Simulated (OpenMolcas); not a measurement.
# Ti³⁺ among point charges: CASSCF and CASPT2 levels and susceptibility

Aim: the splitting of the states of Ti³⁺ in the field of 4 point charges, its lowest levels with spin-orbit coupling and its magnetic susceptibility.

The numbers are computed with OpenMolcas 26.06 (state-averaged CASSCF and CASPT2, spin-orbit coupling by RASSI with atomic mean-field integrals), except any that are marked as measured or tabulated.

## 1. The system

| Quantity | Value |
| --- | --- |
| Species | Ti³⁺ (titanium, Z = 22, 19 electrons) |
| Basis | ANO-RCC-VDZP [5s4p2d1f], 34 functions |
| Scalar Hamiltonian | DKH2, point nucleus |
| Inactive shells | 1s 2s 2p 3s 3p |
| Active space | 1 electron in 5 orbitals (3d) |
| Some configurations of this space | 3d |
| Orbitals | optimised for each spin and parity, averaged over all roots |

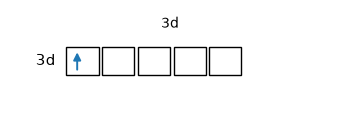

The shells outside the core, filled by Hund's rule for the drawing.

The ion sits among 4 point charges of -2 e arranged as a tetrahedron (Td), 1.94 Å from the ion.

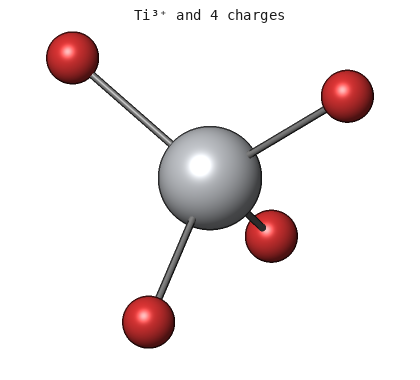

The ion and the point charges (red).

The work runs as a chain of OpenMolcas steps in one folder; each step below is one input file. Labels, J, g values, rates, χT and fits are worked out afterwards by a script from the matrices that RASSI stores.

## 2. GATEWAY and SEWARD: basis and integrals

a.inp reads:

```
&GATEWAY
Coord
1

Ti 0.0 0.0 0.0
Basis=ANO-RCC-VDZP
Group=NoSym
NoMove
AngMom=0.0 0.0 0.0
AMFI
XField
4 Angstrom 0
1.120060 1.120060 1.120060 -2.000000
1.120060 -1.120060 -1.120060 -2.000000
-1.120060 1.120060 -1.120060 -2.000000
-1.120060 -1.120060 1.120060 -2.000000
&SEWARD
```

Started as:

```sh
OMP_NUM_THREADS=1 MOLCAS_MEM=1689 MOLCAS_PROJECT=a pymolcas a.inp > a.log
```

Log:

```text
Basis set label: TI.ANO-RCC...5S4P2D1F.

      Electronic valence basis set:
      ------------------
      Associated Effective Charge  22.000000 au
      Associated Actual Charge     22.000000 au
      Nuclear Model: Point charge

      Shell  nPrim  nBasis  Cartesian Spherical Contaminant
         s      21       5        X
         p      15       4        X
         d      10       2                 X
         f       6       1                 X
                  Relativistic Douglas-Kroll-Hess integrals:
                    - DKH order of Hamiltonian: 2
                    - DKH order of Properties : 0
                  Atomic mean-field integrals
```

## 3. Reference wave functions, doublets, 5 roots

a.inp reads:

```
&RASSCF
FileOrb=start.orb
Symmetry=1
Spin=2
nActEl=1 0 0
Inactive=9
Ras2=5
CIRoot=5 5 1
SDav=5
CIMx=300
Iter=120 100
PrWF=0.3
OrbListing=Nothing
MaxOrb=0
>>> COPY $Project.JobIph JOB001
```

Started as:

```sh
OMP_NUM_THREADS=1 MOLCAS_MEM=1689 MOLCAS_PROJECT=a pymolcas a.inp > a.log
```

start.orb holds the contracted functions of the basis, ordered by shell, or the orbitals of the step before.

Log:

```text
Wave function specifications:
      -----------------------------

      Number of closed shell electrons          18
      Number of electrons in active shells       1
      Max number of holes in RAS1 space          0
      Max nr of electrons in RAS3 space          0
      Number of inactive orbitals                9
      Number of active orbitals                  5
      Number of secondary orbitals              20
      Spin quantum number                      0.5
      State symmetry                             1
Orbital specifications:
      -----------------------

      Symmetry species                           1
                                                 a
      Frozen orbitals                            0
      Inactive orbitals                          9
      Active orbitals                            5
      RAS1 orbitals                              0
      RAS2 orbitals                              5
      RAS3 orbitals                              0
      Secondary orbitals                        20
      Deleted orbitals                           0
      Number of basis functions                 34
      Number of CSFs                             5
      Number of root(s) required                 5
      Iter CI   SX   CI       RASSCF       Energy    max ROT     max BLB   max BLB  Level Ln srch  Step   QN
          iter iter root      energy       change     param      element    value   shift minimum  type update
 Nr of preliminary CI iterations:   1
        1   1    7    0  -857.55321673    0.00E+00  -1.74E-01*   8  21 1 -2.34E-01*  0.41   0.00    SX    NO
        2   1    7    0  -857.63148808   -7.83E-02* -2.60E-02    9  22 1  4.40E-02*  0.50   0.00    SX    NO
        3   1    6    0  -857.63371289   -2.22E-03* -8.33E-03    9  22 1  6.18E-03*  0.50   0.00    SX    NO
        4   1    6    0  -857.63388912   -1.76E-04*  2.62E-03    9  10 1  2.71E-03*  0.50   0.00    SX    NO
        5   1    6    0  -857.63390809   -1.90E-05* -1.44E-03    9  10 1  1.30E-03*  0.50   1.55    LS   YES
        6   1    6    0  -857.63391086   -2.77E-06*  2.70E-04    7  11 1  5.22E-04*  0.50   1.01    QN   YES
        7   1    5    0  -857.63391129   -4.30E-07*  1.85E-04    8  13 1  2.19E-04*  0.50   1.68    LS   YES
        8   1    5    0  -857.63391137   -8.49E-08* -6.86E-05    5  22 1 -4.68E-05   0.50   1.00    QN   YES
        9   1    4    0  -857.63391138   -4.83E-09   1.94E-05    7  17 1  1.06E-05   0.50   1.23    QN   YES
      Convergence after  9 iterations
       10   1    4    0  -857.63391138   -3.07E-10   1.94E-05    8  18 1  1.72E-06   0.50   1.23    QN   YES
      Natural orbitals and occupation numbers for root  1
      sym 1:  -0.000000   0.000000   0.000000   0.000000   1.000000
      Natural orbitals and occupation numbers for root  2
      sym 1:   0.000000   0.000000   1.000000   0.000000   0.000000
      Natural orbitals and occupation numbers for root  3
      sym 1:   1.000000   0.000000  -0.000000   0.000000  -0.000000
::    RASSCF root number  1 Total energy:   -857.64188262
::    RASSCF root number  2 Total energy:   -857.64188262
::    RASSCF root number  3 Total energy:   -857.62859722
::    RASSCF root number  4 Total energy:   -857.62859722
::    RASSCF root number  5 Total energy:   -857.62859722
```

## 4. RASSI: spin-orbit coupling between the states

a.inp reads:

```
&RASSI
NrOfJobIphs=1 5
1 2 3 4 5
IphNames
JOB001
EJob
SpinOrbit
DIPRint=1.0
SOCoupling=1000.0
Subsets=2
Property=9
'ANGMOM' 1 'ANGMOM' 2 'ANGMOM' 3 'MLTPL  1' 1 'MLTPL  1' 2 'MLTPL  1' 3
'AMFI' 1 'AMFI' 2 'AMFI' 3
SOProperty=3
'ANGMOM' 1 'ANGMOM' 2 'ANGMOM' 3
```

Started as:

```sh
OMP_NUM_THREADS=1 MOLCAS_MEM=1689 MOLCAS_PROJECT=a pymolcas a.inp > a.log
```

Log:

```text
SPIN-FREE ENERGIES:
  (Shifted by EMIN (a.u.) =       -857.6418826201)

 SF State       Relative EMIN(au)   Rel lowest level(eV)    D:o, cm**(-1)      L_eff

     1             0.0000000000        0.0000000000              0.0000         2.0
     2             0.0000000000        0.0000000000              0.0000         2.0
     3             0.0132854010        0.3615141784           2915.8085         2.0
     4             0.0132854010        0.3615141784           2915.8085         2.0
     5             0.0132854010        0.3615141784           2915.8085         2.0
     Dipole printing threshold changed to   1.00000000E+00

++ Dipole transition strengths (spin-free states):
   -----------------------------------------------
     for osc. strength at least  1.00000000E+00

  ( Max oscillator strength is only    7.5459341672970841E-006 )
--
Eigenvalues of complex Hamiltonian:
   -----------------------------------
  (Shifted by EMIN (a.u.) =       -857.6418826201)

 SO State       Relative EMIN(au)   Rel lowest level(eV)    D:o, cm**(-1)     J-value

     1            -0.0000514210        0.0000000000              0.0000         1.7
     2            -0.0000514210        0.0000000000              0.0000         1.9
     3            -0.0000514210        0.0000000000              0.0000         1.3
     4            -0.0000514210        0.0000000000              0.0000         1.5
     5             0.0130194993        0.3556778619           2868.7354         1.5
     6             0.0130194993        0.3556778619           2868.7354         1.4
     7             0.0130194993        0.3556778619           2868.7354         1.6
     8             0.0130194993        0.3556778619           2868.7354         1.7
     9             0.0139200464        0.3801829952           3066.3827         1.9
    10             0.0139200464        0.3801829952           3066.3827         1.9
Weights of the five most important spin-orbit-free states for each spin-orbit state.

 SO State  Total energy (au)           Spin-free states, spin, and weights
 -------------------------------------------------------------------------------------------------------
    1        -0.000051       2 0.5  0.8205    1 0.5  0.1755    3 0.5  0.0023    5 0.5  0.0009    4 0.5  0.0007
    2        -0.000051       1 0.5  0.7504    2 0.5  0.2457    4 0.5  0.0022    3 0.5  0.0016    5 0.5  0.0002
    3        -0.000051       2 0.5  0.7525    1 0.5  0.2435    5 0.5  0.0025    3 0.5  0.0010    4 0.5  0.0004
    4        -0.000051       1 0.5  0.8227    2 0.5  0.1734    4 0.5  0.0019    5 0.5  0.0017    3 0.5  0.0003
    5         0.013019       5 0.5  0.6615    3 0.5  0.2022    4 0.5  0.1324    2 0.5  0.0032    1 0.5  0.0008
    6         0.013019       5 0.5  0.6606    3 0.5  0.1737    4 0.5  0.1618    2 0.5  0.0029    1 0.5  0.0011
    7         0.013019       3 0.5  0.4981    4 0.5  0.4980    1 0.5  0.0030    2 0.5  0.0010    5 0.5  0.0000
    8         0.013019       4 0.5  0.5359    3 0.5  0.4541    5 0.5  0.0060    1 0.5  0.0031    2 0.5  0.0009
    9         0.013920       3 0.5  0.3333    5 0.5  0.3333    4 0.5  0.3333    2 0.5  0.0000    1 0.5  0.0000
   10         0.013920       3 0.5  0.3333    5 0.5  0.3333    4 0.5  0.3333    2 0.5  0.0000    1 0.5  0.0000
 -------------------------------------------------------------------------------------------------------
```

These steps took 1.6 s in all on 1 thread of Arm Neoverse V1, shared host.

States without spin-orbit coupling:

| state | degeneracy | E (cm-1) | free-ion L (%) |
| --- | --- | --- | --- |
| 2E | 2 | 0 | D (100) |
| 2T2 | 3 | 2916 | D (100) |

With spin-orbit coupling:

```csv
E (cm-1),Degeneracy,Label,2S+1,g
0.0,4,Γ8,2,
2869,4,Γ8,2,
3066,2,Γ7,2,1.97 1.97 1.97
```

Principal g values are given for doublets only; a zero marks a field direction without first-order Zeeman splitting.

Powder χT (cm³ K/mol): 0.31 at 2 K, 0.31 at 5 K, 0.31 at 10 K, 0.31 at 20 K, 0.32 at 50 K, 0.34 at 100 K, 0.36 at 150 K, 0.37 at 200 K, 0.39 at 250 K, 0.41 at 300 K.

A ligand-field fit to the states below 45000 cm-1 gives 10Dq = -2916 cm-1, the gap between the two states.

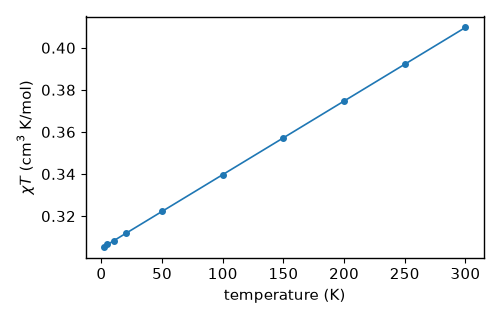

χT against temperature.

Orbitals of the lowest block (energies include the constant potential of the surroundings):

| shell | space | energy (hartree) | mean occupation | ⟨r²⟩ (bohr²) |
| --- | --- | --- | --- | --- |
| 1s | inactive | -183.4622 | 2.000 | 0.00647 |
| 2s | inactive | -20.7429 | 2.000 | 0.123 |
| 2p | inactive | -16.9106 | 6.000 | 0.102 |
| 3s | inactive | -1.9309 | 2.000 | 1.14 |
| 3p | inactive | -0.8083 | 6.000 | 1.32 |
| 3d | RAS2 |  | 1.000 | 2.13 |

## 5. CASPT2: IPEA 0.25, imaginary shift 0.1 (closed shells correlated: 3s 3p)

a.inp reads:

```
>>> COPY JOB001 $Project.JobIph
&CASPT2
Multistate=5 1 2 3 4 5
NoMult
Frozen=5
IPEA=0.25
Imaginary=0.1
MaxIter=60
WThr=0.0 0.3 0.05
PrWF=0.5
NoMix
```

Log:

```text
Orbital specifications:
      -----------------------

      Symmetry species                           1
                                                 a
      Frozen orbitals                            5
      Inactive orbitals                          4
      Active orbitals                            5
      Secondary orbitals                        20
      Deleted orbitals                           0
      Number of basis functions                 34
Type of calculation                        SS-CASPT2
      Fock operator                              state-specific
      IPEA shift                                 0.25
      Real shift                                 0.00
      Imaginary shift                            0.10
      The input orbitals will be transformed to quasi-canonical
Reference energy:        -857.6418826201
      E2 (Non-variational):      -0.2091593740
      Shift correction:          -0.0000869941
      E2 (Variational):          -0.2092463681
      Total energy:            -857.8511289881
      Residual norm:              0.0000000439
      Reference weight:           0.96061
      Contributions to the CASPT2 correlation energy
      Active & Virtual Only:          0.0000000002
      One Inactive Excited:          -0.0400653701
      Two Inactive Excited:          -0.1690940041
Reference energy:        -857.6418826201
      E2 (Non-variational):      -0.2091858537
      Shift correction:          -0.0000870592
      E2 (Variational):          -0.2092729129
      Total energy:            -857.8511555329
      Residual norm:              0.0000000441
      Reference weight:           0.96059
      Contributions to the CASPT2 correlation energy
      Active & Virtual Only:          0.0000000002
      One Inactive Excited:          -0.0400927730
      Two Inactive Excited:          -0.1690930809
::    CASPT2 Root  1     Total energy:   -857.85112899
::    CASPT2 Root  2     Total energy:   -857.85115553
::    CASPT2 Root  3     Total energy:   -857.83830815
::    CASPT2 Root  4     Total energy:   -857.83780992
::    CASPT2 Root  5     Total energy:   -857.83830818
```

This run took 0.62 s in all on 1 thread of Arm Neoverse V1, shared host.

SS-CASPT2: lowest energy less the reference's lowest, -0.2093 hartree; reference weights 0.960 to 0.961.

States without spin-orbit coupling:

| state | degeneracy | E (cm-1) | free-ion L (%) |
| --- | --- | --- | --- |
| 2E | 2 | 0 | D (100) |
| 2T2 | 3 | 2853 | D (100) |

With spin-orbit coupling:

```json
{"E (cm-1)": "0", "Degeneracy": "4", "Label": "Γ8", "2S+1": "2", "g": ""}
{"E (cm-1)": "2810", "Degeneracy": "4", "Label": "Γ8", "2S+1": "2", "g": ""}
{"E (cm-1)": "3000", "Degeneracy": "2", "Label": "Γ7", "2S+1": "2", "g": "1.97 1.97 1.97"}
```

Powder χT (cm³ K/mol): 0.30 at 2 K, 0.31 at 5 K, 0.31 at 10 K, 0.31 at 20 K, 0.32 at 50 K, 0.34 at 100 K, 0.36 at 150 K, 0.37 at 200 K, 0.39 at 250 K, 0.41 at 300 K.

A ligand-field fit to the states below 45000 cm-1 gives 10Dq = -2853 cm-1, the gap between the two states.

## 6. The methods side by side

A. CASSCF
B. SS-CASPT2, IPEA 0.25, imaginary shift 0.1 (closed shells correlated: 3s 3p)

| method | ground state | first state of that spin (cm-1) | first gap with spin-orbit (cm-1) | χT at 300 K |
| --- | --- | --- | --- | --- |
| A | 2E | 2T2 2916 | 2868.7 | 0.41 |
| B | 2E | 2T2 2853 | 2806.6 | 0.41 |

## 7. Results

| quantity | value |
| --- | --- |
| method | SS-CASPT2, IPEA 0.25, imaginary shift 0.1 (closed shells correlated: 3s 3p) |
| spin-free ground state | 2E, 2-fold in its orbital part |
| first state of the same spin within the active space | 2T2 at 2850 cm⁻¹ |
| lowest level | 4-fold Γ8 |
| next level | 2806.6 cm⁻¹ |
| χT at 300 K | 0.41 cm³ K/mol |
| effective moment at 300 K | 1.81 μB |

Cost by method:

| method | time of its own steps | time with the reference |
| --- | --- | --- |
| A. CASSCF | 1.6 s | 1.6 s |
| B. SS-CASPT2, IPEA 0.25, imaginary shift 0.1, +3s 3p | 0.62 s | 2.2 s |

Times are of one thread on a shared host.

**Reading.** The spin-free ground state (2E) comes to 100 % from free-ion D terms and keeps the highest spin of the shell. χT at 300 K is 0.41, against 0.38 cm³ K/mol for the spin alone, so orbital moment adds to it. A ligand-field fit to the states below 45000 cm-1 gives 10Dq = -2853 cm-1, the gap between the two states. CASPT2 does not keep the components of a term degenerate, and the means are used. An orbital doublet at a regular site is open to a Jahn-Teller distortion, which this geometry leaves out. The field of point charges can differ much from that of real complexes. This is an electrostatic model: the charges have no orbitals.
